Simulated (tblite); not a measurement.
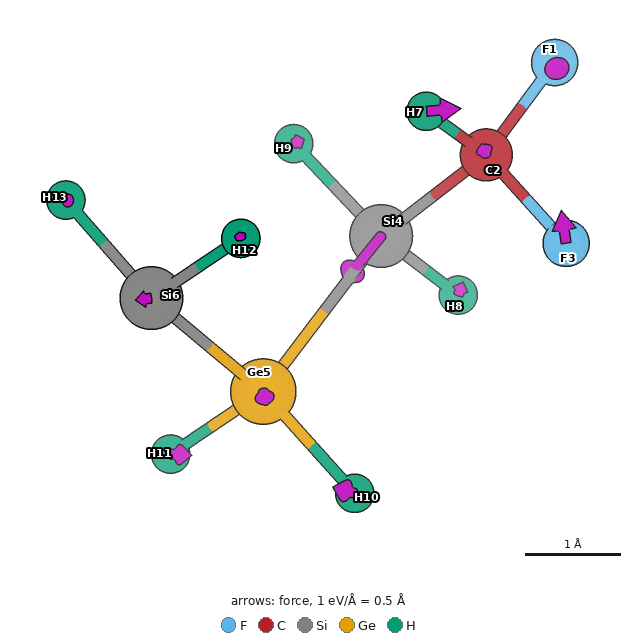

Starting geometry of CH₇F₂GeSi₂ (multiplicity 2) with the computed forces as purple arrows. Style: ball-and-stick. Shown from a free direction.

Method: GFN2-xTB geometry optimisation, gas phase (tblite). 

Q: What follows when this structure is relaxed?

A: It isn't relaxed: the largest force vector, on Si4, is 2.07 eV/Å. The final displacements follow the starting forces only in part (cosine between the two patterns 0.36). The largest move after the best rigid fit is that of F3, 3.00 Å. Largest moves by element: F 3.00 Å, H 1.72 Å, Si 0.49 Å, C 0.47 Å, Ge 0.19 Å. Some distances before and after: C2–Si4 1.867 → 1.934 Å, Si4–Ge5 2.313 → 2.358 Å, Ge5–H10 1.552 → 1.523 Å, Ge5–Si6 2.314 → 2.338 Å. Among the angles between lasting bonds that change: Si4–Ge5–Si6 108.4° → 126.9°, C2–Si4–Ge5 109.7° → 98.0°, H10–Ge5–H11 109.8° → 98.2°. Groups turn about C2–Si4 by about 125°. After 247 geometry steps the energy has fallen by 46.5 kJ/mol. Cost: 1.8 s on 1 thread of Arm Neoverse V1 (shared host).
